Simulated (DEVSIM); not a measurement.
Structure: illuminated In0.53Ga0.47As p-on-n cell, one wavelength, at 300 K.

| layer (left to right) | material | thickness (μm) | Nd (cm⁻³) | Na (cm⁻³) | τn (s) | τp (s) | absorption coefficient (cm⁻¹) |
|---|---|---|---|---|---|---|---|
| 1 | In0.53Ga0.47As | 0.320 | - | 6.9e17 | 1.6e-10 | 3.2e-11 | 25000 |
| 2 | In0.53Ga0.47As | 1.80 | 1e17 | - | 1.2e-9 | 1.2e-9 | 25000 |

Left contact: ohmic, minority electron recombination velocity 1000 cm/s. Right contact: ohmic, minority hole recombination velocity 300 cm/s. Voltage is applied to the left contact. Recombination: SRH at mid-gap, radiative, Auger. Light enters at the left, 2e18 photons cm⁻² s⁻¹, one pass, no reflection. Mobility is μmin + (μ − μmin)/(1 + (N/Nref)^α).

This is a model device: material constants are rounded textbook-type values typed into the input, and sizes, dopings and lifetimes were drawn at random. Values at 300 K.

| parameter | In0.53Ga0.47As |
|---|---|
| gap (eV) | 0.74 |
| affinity (eV) | 4.51 |
| permittivity | 13.9 |
| Nc (cm⁻³) | 2.1e17 |
| Nv (cm⁻³) | 7.7e18 |
| μn (cm²/Vs) | 12000 |
| μp (cm²/Vs) | 300 |
| μn,min | 300 |
| μp,min | 10 |
| Nref,n | 1.3e17 |
| Nref,p | 4.9e17 |
| αn | 0.48 |
| αp | 0.4 |
| B (cm³/s) | 9.6e-11 |
| Cn (cm⁶/s) | 5e-29 |
| Cp (cm⁶/s) | 5e-29 |

DEVSIM, 1D drift-diffusion, Boltzmann statistics, complete ionisation; no tunnelling, impact ionisation, image-force lowering or self-heating.

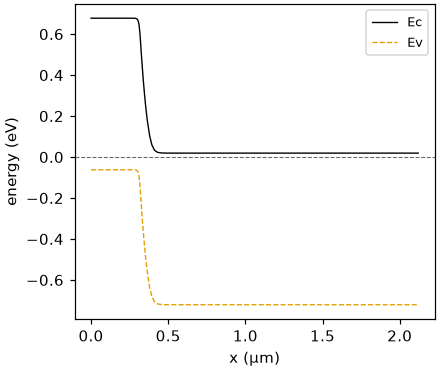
*Band edges at zero bias, in the dark*

Energies count from the Fermi level of the right contact; mesh points crowd at the junctions.

| x (μm) | Ec (eV) | Ev (eV) | n (cm⁻³) | p (cm⁻³) | field (V/cm) |
|---|---|---|---|---|---|
| 0.000 | 0.678 | -0.062 | 870000 | 6.9e17 | ≈ 0 |
| 0.01613 | 0.678 | -0.062 | 870000 | 6.9e17 | ≈ 0 |
| 0.04140 | 0.678 | -0.062 | 870000 | 6.9e17 | ≈ 0 |
| 0.07729 | 0.678 | -0.062 | 870000 | 6.9e17 | ≈ 0 |
| 0.1600 | 0.678 | -0.062 | 870000 | 6.9e17 | ≈ 0 |
| 0.2282 | 0.678 | -0.062 | 870000 | 6.9e17 | ≈ 0 |
| 0.2717 | 0.678 | -0.062 | 870000 | 6.9e17 | -51 |
| 0.3058 | 0.664 | -0.076 | 1500000 | 4.1e17 | -23000 |
| 0.3210 | 0.559 | -0.181 | 8.5e7 | 7.0e15 | -120000 |
| 0.3384 | 0.378 | -0.362 | 9.4e10 | 6.3e12 | -93000 |
| 0.3646 | 0.178 | -0.562 | 2.1e14 | 2.8e9 | -59000 |
| 0.4315 | 0.023 | -0.717 | 8.7e16 | 6900000 | -2600 |
| 0.5235 | 0.019 | -0.721 | 1.0e17 | 6000000 | ≈ 0 |
| 0.6776 | 0.019 | -0.721 | 1.0e17 | 6000000 | ≈ 0 |
| 1.046 | 0.019 | -0.721 | 1.0e17 | 6000000 | ≈ 0 |
| 1.444 | 0.019 | -0.721 | 1.0e17 | 6000000 | ≈ 0 |
| 1.727 | 0.019 | -0.721 | 1.0e17 | 6000000 | ≈ 0 |
| 1.885 | 0.019 | -0.721 | 1.0e17 | 6000000 | ≈ 0 |
| 2.013 | 0.019 | -0.721 | 1.0e17 | 6000000 | ≈ 0 |
| 2.066 | 0.019 | -0.721 | 1.0e17 | 6000000 | ≈ 0 |
| 2.098 | 0.019 | -0.721 | 1.0e17 | 6000000 | ≈ 0 |
| 2.120 | 0.019 | -0.721 | 1.0e17 | 6000000 | ≈ 0 |
